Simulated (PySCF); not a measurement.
Excited-state calculation, with input and output: C5H6F2

C5H6F2, computed with TDDFT PBE0/def2-TZVP, vertical, gas phase, core orbitals frozen in the response (PySCF 2.14.0).

The geometry comes from this level: GFN2-xTB. It belongs to a series of runs on one base structure; here: PBE0/def2-TZVP; 1 states; guess huckel.

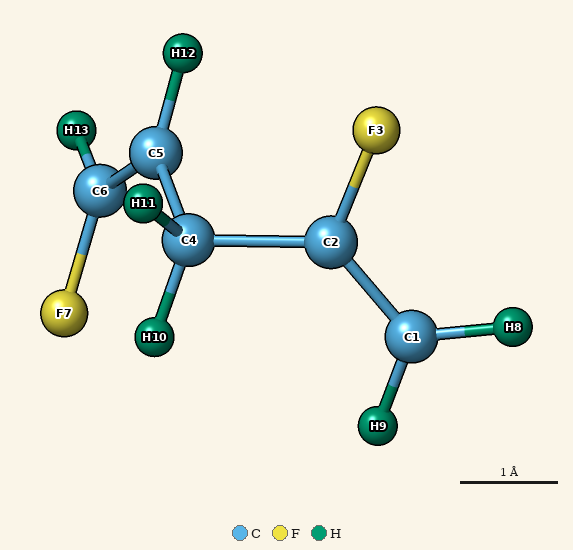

Figure 1. The input geometry (ball-and-stick view, seen at a tilt; atoms are numbered from 1 in the order of the input). Bond lengths as drawn: C–C 1.32 to 1.50 Å, C–F 1.35 to 1.36 Å and C–H 1.07 to 1.09 Å.

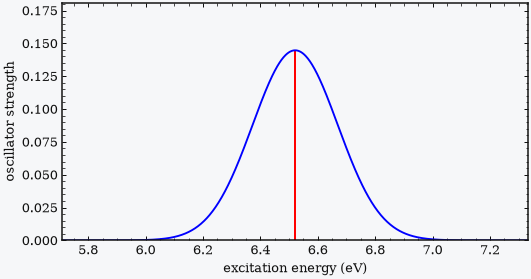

Figure 2. Computed excitations as sticks (degenerate states added up, dark ones marked on the axis), with a Gaussian envelope of 0.35 eV full width at half maximum, scaled to the tallest. Of the 1 states the lowest lies at 6.52 eV (f = 0.145); the strongest line is at 6.52 eV, or 190 nm (f = 0.145).

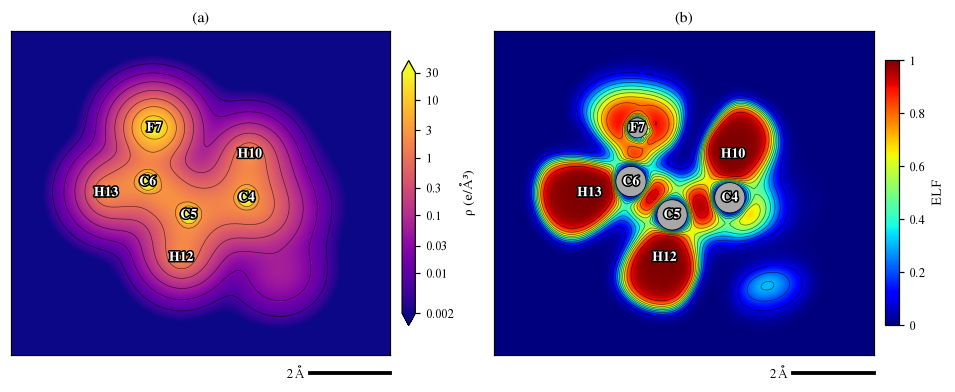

Figure 3. (a) electron density; (b) electron localisation function on the plane of atoms F7, C6 and H13. Grey discs, where drawn, cover atomic cores. C–C (1.32 Å): ρ at the midpoint is about 2.5 e/Å³; the ELF peaks at about 0.90 between the atoms; a double or triple bond.

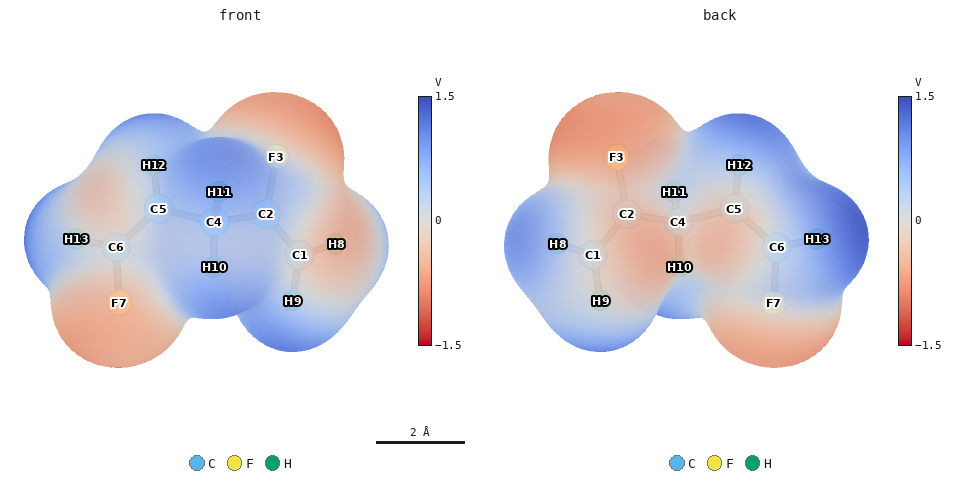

Figure 4. The molecular electrostatic potential painted on the density surface at 0.002 e/bohr³, seen face on and from behind; the colour scale runs from red (negative) to blue (positive). A positive charge is drawn to the negative regions and a negative charge to the positive ones.

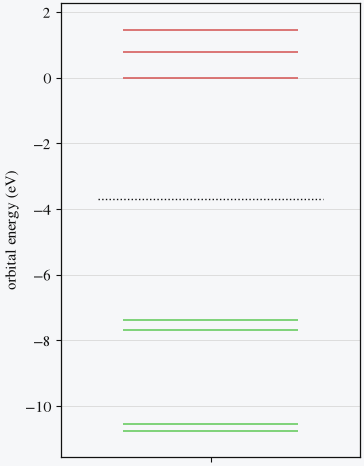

Figure 5. Orbital energies near the frontier; the dotted line parts filled from empty levels, and levels within 0.02 eV of each other stand side by side. Highest filled −7.37 eV, lowest empty −0.02 eV, 7.35 eV apart.

The input and output of the run follow.

Input
```
{"job": {"kind": "uv", "xc": "PBE0", "basis": "def2-TZVP", "nstates": 1, "ntriplets": 0, "tda": false, "scf": {"guess": "huckel"}}, "charge": 0, "multiplicity": 1}
C      2.018808    -0.789444    -0.288849
C      1.290456     0.286433    -0.068359
F      1.658180     1.467952    -0.621440
C      0.031747     0.394346     0.738322
C     -1.142779     0.603949    -0.172296
C     -2.154476    -0.234155    -0.287739
F     -2.237746    -1.364625     0.436935
H      2.905691    -0.748295    -0.895244
H      1.742876    -1.735911     0.134386
H     -0.102152    -0.511669     1.327269
H      0.122163     1.255793     1.407128
H     -1.132390     1.490518    -0.786191
H     -3.004766    -0.114406    -0.941650
```

The first line tells a small driver script what to run in PySCF; the rest is the geometry in Å.

Command:
```bash
OMP_NUM_THREADS=1 python <driver script> task.json out
```

Log
```
final grid: 111480 points
cycle   1  E = -385.8612286300  dE =  4.676e+00  |g| = 6.252e+00  |ddm| = 4.542e+00
cycle   2  E = -365.0184063018  dE =  2.084e+01  |g| = 9.413e+00  |ddm| = 2.509e+02
cycle   3  E = -392.7608127305  dE = -2.774e+01  |g| = 1.766e+00  |ddm| = 2.508e+02
cycle   4  E = -392.3376571367  dE =  4.232e-01  |g| = 2.129e+00  |ddm| = 4.353e+00
cycle   5  E = -393.4879022700  dE = -1.150e+00  |g| = 2.971e-01  |ddm| = 3.347e+00
cycle   6  E = -393.4985483606  dE = -1.065e-02  |g| = 2.021e-01  |ddm| = 3.805e-01
cycle   7  E = -393.5074978597  dE = -8.949e-03  |g| = 4.301e-02  |ddm| = 1.722e-01
cycle   8  E = -393.5078785819  dE = -3.807e-04  |g| = 1.336e-02  |ddm| = 4.132e-02
cycle   9  E = -393.5079185995  dE = -4.002e-05  |g| = 2.714e-03  |ddm| = 1.266e-02
cycle  10  E = -393.5079202366  dE = -1.637e-06  |g| = 8.288e-04  |ddm| = 2.512e-03
cycle  11  E = -393.5079203914  dE = -1.547e-07  |g| = 1.816e-04  |ddm| = 7.059e-04
cycle  12  E = -393.5079203971  dE = -5.749e-09  |g| = 8.551e-05  |ddm| = 1.841e-04
cycle  13  E = -393.5079203981  dE = -9.937e-10  |g| = 2.469e-05  |ddm| = 7.409e-05
converged SCF energy = -393.5079203981

Static polarisability (au): isotropic 60.008, principal 46.441 60.348 73.236

Singlet excitations
state   eV       nm        f      main configurations
  1   6.5213    190.1   0.14470   H->L 0.86, H-1->L+1 0.10
```

Key numbers

```csv
quantity,value
outcome,converged
total energy,−393.507920 hartree
HOMO,−7.37 eV
LUMO,−0.02 eV
dipole moment,0.60 D
mean polarisability,60.01 a.u.
lowest excitation,6.52 eV
hardware,"1 CPU thread, shared host"
wall time,45 s
peak memory,0.96 GiB
```

Notes

Settings chosen away from the usual ones: PBE0/def2-TZVP; 1 states; guess huckel.
